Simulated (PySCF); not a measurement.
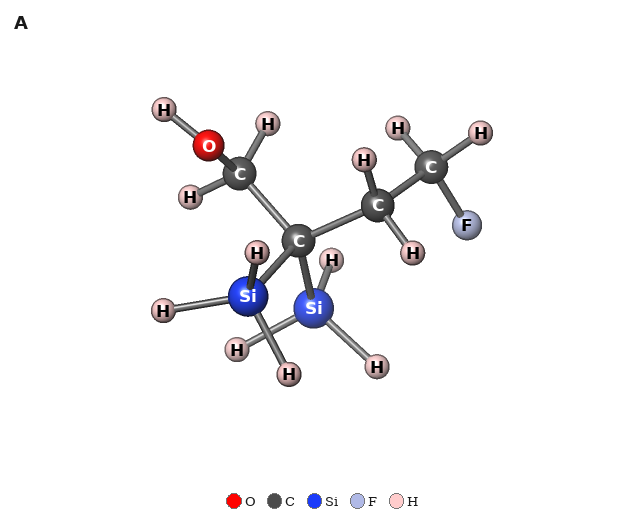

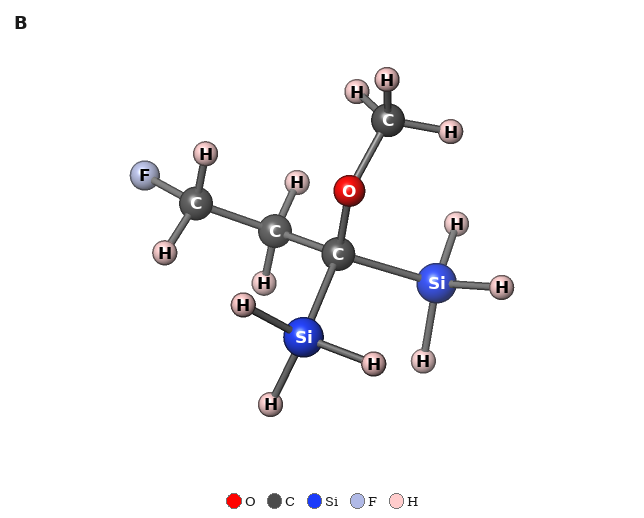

2 stationary structures of one formula. Geometries: GFN2-xTB. Electronic energies: PBE0/pcSseg-1 (PySCF 2.14.0), without zero-point energy. No frequency run is at hand to confirm each as a minimum. Each is one conformer, not always the lowest.

Which is lowest in energy, and by how much?

A is lowest; B lies 58.6 kJ/mol above it. A is `OCC([SiH3])([SiH3])CCF`, B is `COC([SiH3])([SiH3])CCF`.

The geometry is semi-empirical. Around Si such bond lengths and angles can be off by a tenth of an ångström or more and by several degrees, and values that hang on the shape move with them.
